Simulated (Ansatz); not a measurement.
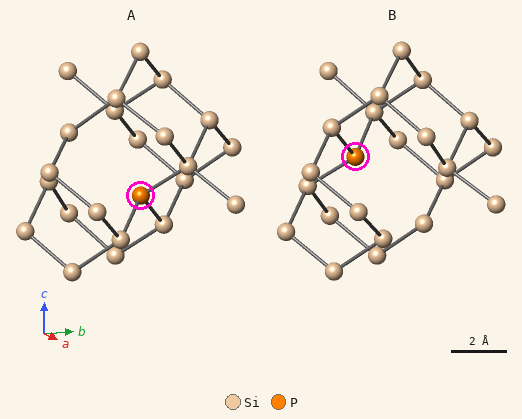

The two relaxed end points of a path for Si with a Si vacancy (63 atoms in the cell). The picture is a ball-and-stick view of the atoms within 4.7 Å of the middle of the path, seen slightly off an axis. The moving atom is ringed, with any periodic copies. Bonds to atoms that aren't drawn are left out.

The calculation used Ansatz, DFT PBE-D3(BJ), scalar-relativistic, plane waves, PAW.

Run with plane-wave cutoff 420 eV; k-point mesh 1 × 1 × 1; Fermi-Dirac smearing 0.02 eV; spin collinear; 5 movable images; climbing image; force threshold 0.05 eV/Å; iteration limit 48; starting path by image-dependent pair potential.

Predict the minimum-energy path and its barrier.

Answer. The highest point, image 3, lies 1.18 eV above the start and 1.11 eV above the end; the end is at +0.07 eV relative to the start. It is a vacancy jump: a nearby atom moves into the empty site and leaves its own site empty. The P atom travels furthest, 2.29 Å from end to end, along [−1 −1 1], on a path that bends up to 0.40 Å away from the straight line. At the highest image its nearest neighbour (Si) is 2.43 Å away, against 2.30 Å at the start, and the surrounding atoms stand up to 0.37 Å off the mean of their end positions. Breaking: 3 P–Si (2.30 → 3.73 Å). Forming: 3 P–Si (3.68–3.86 → 2.30 Å). The band converged in 10 iterations. The climbing image converged on the top of the path. A check of its curvatures found one unstable direction (−4.1 eV/Å²), as a transition state must have. Where the two sites are alike by symmetry the ends should have one energy; a difference shows that they relaxed into different distortions of this small cell.

Energies of the converged images:

```csv
image,path (Å),E (eV)
0,0.00,0.000
1,0.62,0.143
2,1.23,0.810
3,1.86,1.179
4,2.41,0.878
5,2.98,0.277
6,3.54,0.066
```

The geometry at the top of the path:

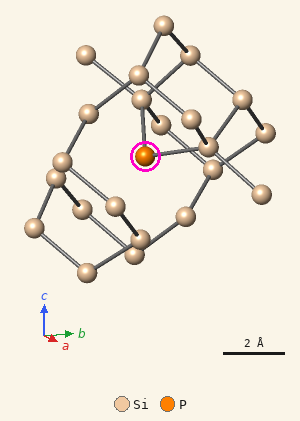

Cost: 30 min on 4 threads of AMD EPYC 7B13 (Zen 3), on a shared host, peak memory 6.3 GiB.

PAW datasets: the set soft_1.
